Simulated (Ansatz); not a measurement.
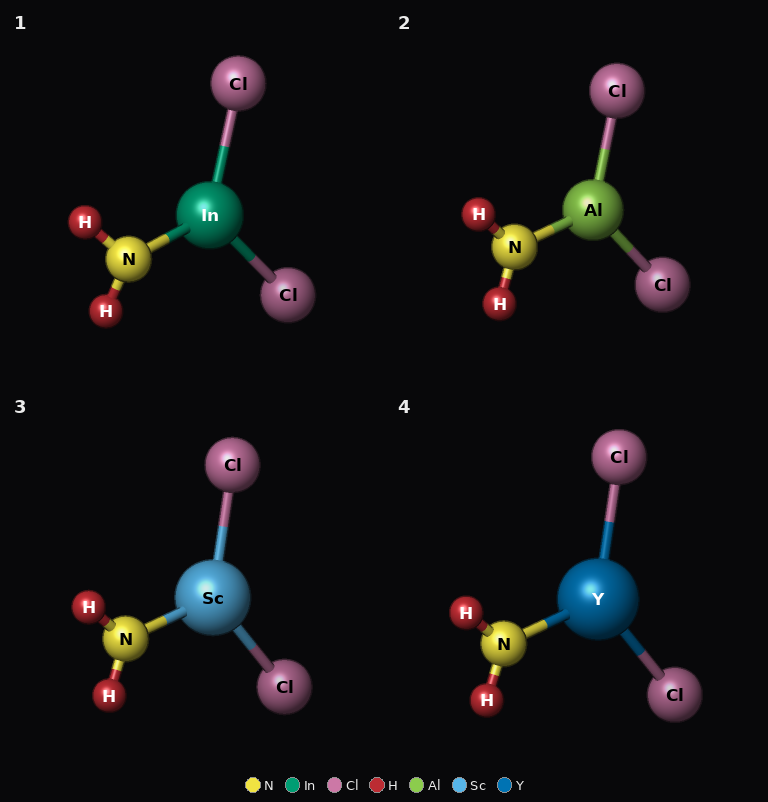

4 molecules with one skeleton, seen from the same side and at one scale. Charge 0, singlet. Computed geometries: PBE0-D4/def2-TZVP optimisations, one conformation each. Properties computed with Ansatz 0.2.0. Elements past Kr carry core potentials.

One atom differs, called X below: In in panel 1, Al in panel 2, Sc in panel 3, Y in panel 4. Their formulas are Cl2H2InN (`[NH2][In]([Cl])[Cl]`), AlCl2H2N (`[NH2][Al]([Cl])[Cl]`), Cl2H2NSc (`[NH2][Sc]([Cl])[Cl]`), Cl2H2NY (`[NH2][Y]([Cl])[Cl]`).

### Rank them by the HOMO–LUMO gap, lowest first (ωB97M-V/def2-SVP).

4 (Y), 3 (Sc), 1 (In), 2 (Al).

### Rank them by the dipole moment, lowest first (ωB97M-V/def2-TZVPP).

2 (Al), 4 (Y), 3 (Sc), 1 (In).

Give the values. With PBE0-D4/def2-TZVP: mean length of X–Cl (Å), length of X–N (Å), angle Cl–X–Cl (°). With ωB97M-V/def2-SVP: HOMO energy (Kohn–Sham orbital) (eV), HOMO–LUMO gap (eV). With ωB97M-V/def2-TZVPP: dipole moment (D).

```
                            quantity  1 (In)  2 (Al)  3 (Sc)  4 (Y)
             mean length of X–Cl (Å)   2.308   2.082   2.300  2.464
                   length of X–N (Å)   2.000   1.747   1.940  2.101
                   angle Cl–X–Cl (°)   116.9   119.9   127.4  127.4
HOMO energy (Kohn–Sham orbital) (eV)  −10.14  −10.18  −10.20  −9.91
                  HOMO–LUMO gap (eV)   10.27   11.53    9.71   9.19
                   dipole moment (D)    2.88    2.30    2.73   2.64
```
